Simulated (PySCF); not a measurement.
```yaml
atoms:
  - { symbol: O, position_ang: [-0.2063, -0.2009, 1.4828] }
  - { symbol: Si, position_ang: [0.0642, 0.9463, 0.2288] }
  - { symbol: H, position_ang: [-0.5455, -1.0571, 1.1999] }
  - { symbol: H, position_ang: [1.0904, 0.4207, -0.7054] }
  - { symbol: H, position_ang: [0.5715, 2.1142, 1.0055] }
  - { symbol: H, position_ang: [-1.2226, 1.2522, -0.4441] }
  - { symbol: P, position_ang: [0.2649, 0.3108, 3.9701] }
  - { symbol: H, position_ang: [-1.0845, -0.0650, 3.8990] }
  - { symbol: H, position_ang: [1.1176, -0.7455, 3.6172] }
  - { symbol: H, position_ang: [0.5236, 1.4609, 3.2060] }
  - { symbol: H, position_ang: [0.5364, 0.6317, 5.3187] }
```

Geometry: PBE0-D3(BJ)/def2-SVPD.

Method: wB97M-D3(BJ)/def2-TZVPD, SCF density, gas phase in PySCF.

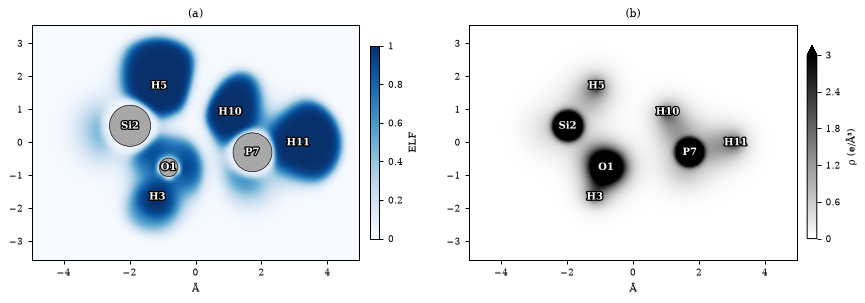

H$_{4}$OSi···H$_{4}$P (charge +1). (a) electron localisation function; (b) electron density on the plane of atoms Si2, O1 and H3. Grey discs cover the atomic cores in the ELF map.

**Describe what can be read from this map.**

Atoms in the plane: O, Si, H and P. P7···O1 (2.58 Å): the density falls to about 0.17 e/Å³ on the way; the ELF dips to about 0.10 between them. Si–O (1.72 Å): ρ at the midpoint is about 1 e/Å³; the ELF peaks at about 0.90 between the atoms, as expected for a shared but strongly polarised pair. O–H (0.96 Å): the density is about 3.8 e/Å³ at the midpoint; the ELF climbs to about 1 towards the hydrogen, as it does in any bond to H (an ordinary covalent bond to hydrogen). P–H (1.40 Å): ρ at the midpoint is about 1.2 e/Å³; the ELF climbs to about 1 towards the hydrogen. Si–H (1.49 Å): ρ at the midpoint is about 0.81 e/Å³; the ELF climbs to about 1 towards the hydrogen.
